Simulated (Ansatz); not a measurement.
# Ni wire along [111], 13 atoms a period: bands along the axis, part 2 of 2

Aim: is the Ni wire along [111], 13 atoms a period a metal or a semiconductor?

Ansatz 0.2.0; DFT PBE, plane waves, PAW; relaxation of a wire's period; PAW set soft_1 (the session's first sound run).

So far: The structure; The relaxed wire.

### Step 2. The relaxed wire (continued)

Site moment by atom:

```csv
atom,site moment (μB)
Ni1,0.694
Ni2,0.691
Ni3,0.306
Ni4,0.691
Ni5,0.719
Ni6,0.717
Ni7,0.719
Ni8,0.719
Ni9,0.717
Ni10,0.719
Ni11,0.691
Ni12,0.691
Ni13,0.694
```

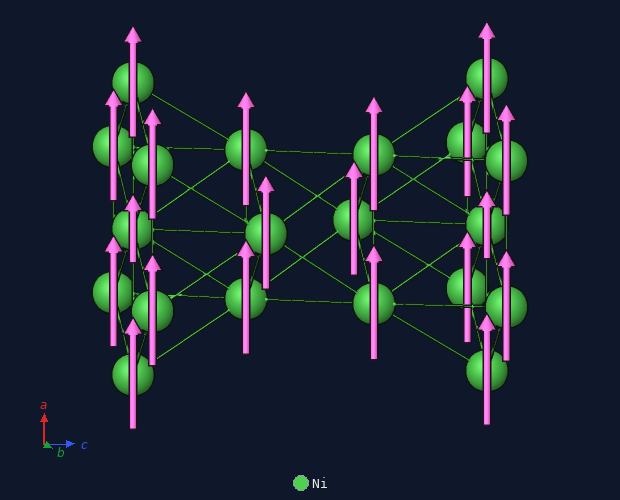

Site moment as arrows, the longest 0.719 μB. Up and down stand for the sign. Arrows give size and sign along the axis of quantisation, drawn up and down the page. Each arrow also spans its atom, so small moments look longer than they are. Some periodic images of atoms are drawn too.

The cell's length comes to 5.801 Å with an absolute moment of 9.66 μB a cell.

### Step 3. The wire at its relaxed period

This step: DFT PBE, plane waves, PAW; bands of a perfect wire; PAW set soft_1 (Ansatz 0.2.0).

At the relaxed period the bands are computed along the axis; those that cross an energy going forward count the channels that a perfect wire would open there.

Input file input.yaml:

```yaml
crystal:
  lattice:
    - [11.778, 0.0, 0.0]
    - [0.0, 11.111, 0.0]
    - [0.0, 0.0, 5.8010620094]
  atoms:
    - { symbol: Ni, position: [0.298706366, 0.5, 0.0], spin: 0.69 }
    - { symbol: Ni, position: [0.399281052, 0.684709866, 0.00012178], spin: 0.69 }
    - { symbol: Ni, position: [0.5, 0.5, 0.0], spin: 0.31 }
    - { symbol: Ni, position: [0.600718948, 0.684709866, 0.00012178], spin: 0.69 }
    - { symbol: Ni, position: [0.397341513, 0.437192376, 0.337943942], spin: 0.72 }
    - { symbol: Ni, position: [0.5, 0.625597804, 0.337976831], spin: 0.72 }
    - { symbol: Ni, position: [0.602658487, 0.437192376, 0.337943942], spin: 0.72 }
    - { symbol: Ni, position: [0.397341513, 0.562807624, 0.662056058], spin: 0.72 }
    - { symbol: Ni, position: [0.5, 0.374402196, 0.662023169], spin: 0.72 }
    - { symbol: Ni, position: [0.602658487, 0.562807624, 0.662056058], spin: 0.72 }
    - { symbol: Ni, position: [0.399281052, 0.315290134, 0.99987822], spin: 0.69 }
    - { symbol: Ni, position: [0.600718948, 0.315290134, 0.99987822], spin: 0.69 }
    - { symbol: Ni, position: [0.701293634, 0.5, 0.0], spin: 0.69 }
magnetization:
  spin_polarized: true
kpoints:
  mp_grid: { grid: [1, 1, 14] }
  band_path: { path: ["Γ", Z], npoints: 90 }
scf:
  occupations: { method: fermi_dirac, width: 0.05 }
hamiltonian:
  xc: pbe
  pseudopotentials: { kind: paw, azcp: { folder: soft_1 } }
output:
  dos: { e_range: [-5, 4] }
  write_potential: true
  write_density: true
  volumetric_format: npy
```

Command:

```
ansatz run input.yaml --threads 4 --pin off --max-ram 16384MiB --backend cpu --events-out ev --progress --plain --runs-dir out
```

Numbers of over 12 decimals in the logs are rounded to 6 here.

The program printed:

```text
[...]
Crystal: 13 atoms, lattice volume = 759.158 Å³
Basis set: ecut = 420 eV, 14845 PW (Γ)
Bands: 146, of which v1, the nominal top of the filled ones, is band 117 counted from 1 (116 counted from 0)
Symmetry: 4 space group operations
[...]
k-points: 8 of 14
[...]
Starting moments: Σ|m| = 8.77 μB on 13 of 13 sites
[...]
SCF iter   1: F=—  HF=-75884.725657 eV  |F-HF|=—  |Δ(HF+E_count)|=         —  Δρ=2.78e-2 (↑2.78e-2 ↓1.54e-2)  dr2=3.00e1  dr2_m=1.54e0  M=9.786 μB ∫|m|=10.335 μB  β_m=0.30  ethr=3.10e-3  ⟨swp⟩=8.2  Hψ=11596  notcnv=0  defer=100
[...]
SCF iter  16: F=-75899.186898 eV  HF=-75899.186898 eV  |F-HF|=2.86e-8  |Δ(HF+E_count)|=   9.97e-9  Δρ=1.76e-6 (↑6.25e-7 ↓1.76e-6)  dr2=2.89e-8  dr2_m=3.69e-9  M=8.276 μB ∫|m|=9.646 μB  ethr=1.27e-11  ⟨swp⟩=12.4  Hψ=10117  notcnv=0
SCF 1 converged in 16 iterations: F = -75899.186898 eV  dr2 = 2.89e-8
[...]
WARN: The output density's exchange-correlation potential varies sharply where the density is thin. Do not read a vacuum level from v_tot or v_xc, or from such a field of the output density. On a cell that repeats whose density bears no net charge and no dipole along the vacuum's axis use v_es (v_loc + v_h of the components); under efield.dipole_correction with no amplitude use v_es + v_field, which holds any externa [...]
NSCF: frozen V_eff on 91 k-points
SCF converged after 16 iterations
Magnetization: 8.2761 μB (121.1381 up, 112.8619 down)
Absolute magnetization: 9.6565 μB (∫|ρ↑−ρ↓|, with the PAW one-centre terms)
[...]
Per-site moments (μB) at R_I (Å): [(0.694037, 0.977476), (0.691342, 0.977476), (0.306089, 0.977826), (0.691342, 0.977476), (0.718735, 0.965911), (0.717253, 0.965911), (0.718735, 0.965911), (0.718735, 0.965911), (0.717253, 0.965911), (0.718735, 0.965911), (0.691342, 0.977476), (0.691342, 0.977476), (0.694037, 0.977476)]
Free energy (F): -75899.186898 eV
[...]
Internal energy: -75898.999004 eV  (E = F + TS)
E sigma→0 (E₀):  -75899.092951 eV
Entropy (-TS):   -0.187894 eV (-14.453 meV/atom)
Fermi energy:    0.093122 eV
[...]
--- Band table (eV; the first three rows and the last of 16) ---
  k-point 0 ↑: bands = [... 113 lower, -0.5912, -0.5910, -0.5710, -0.4975, -0.4971, -0.4292, -0.2869, -0.1469, ... 25 higher]
  k-point 1 ↑: bands = [... 113 lower, -0.5901, -0.5898, -0.5729, -0.5011, -0.5007, -0.4546, -0.2535, -0.2465, ... 25 higher]
  k-point 2 ↑: bands = [... 113 lower, -0.5868, -0.5865, -0.5805, -0.5116, -0.5113, -0.4952, -0.3826, -0.1890, ... 25 higher]
  k-point 7 ↓: bands = [... 113 lower, 0.2075, 0.2273, 0.2439, 0.2445, 0.2487, 0.2516, 0.3503, 0.5211, ... 25 higher]
```

Run time: 2.5 min. Hardware: 4 threads of Intel Xeon Platinum 8488C (Sapphire Rapids), shared host; peak memory 8.4 GiB; 9.8 min of CPU time.

Reading the cycles: dr2 is the Hartree energy of the density residual (eV), the measure of convergence; HF is the Harris–Foulkes estimate of the energy, which meets the free energy F at convergence.

Numbers from this step:

```yaml
energy_at_zero_smearing: -75899.0930 eV
band_gap: 0 eV
```

Between Γ and Z the bands cross the Fermi level 2 times, so a perfect wire would conduct at least 1 G₀, with an absolute moment of 9.66 μB a cell.

### Step 4. Summary of results

```json
{
  "cell length, PBE": "5.801 Å",
  "absolute moment, PBE": "9.66 μB",
  "ballistic conductance by band crossings, a lower bound, PBE": "1 G₀"
}
```

What this shows: Under PBE the cell's length is 5.80 Å, the absolute moment is 9.66 μB a cell, and the bands cross the Fermi level 2 times between Γ and Z, which gives a perfect wire at least 1 G₀ (opposite crossings within one step of the path cancel in such a count). In the perfect wire the moments were started parallel, and no opposed start was run. No search over magnetic orders was made; another may lie lower.

[Logs are printed without paths, hosts, clocks, repeated set-up lines and the standing remarks that a program may print on its own settings, such as how far it seeks lower states.]

[Hosts, paths, dates, database ids (printed as entryN), source tags and the programs' standing remarks are cut or masked in the printed files.]
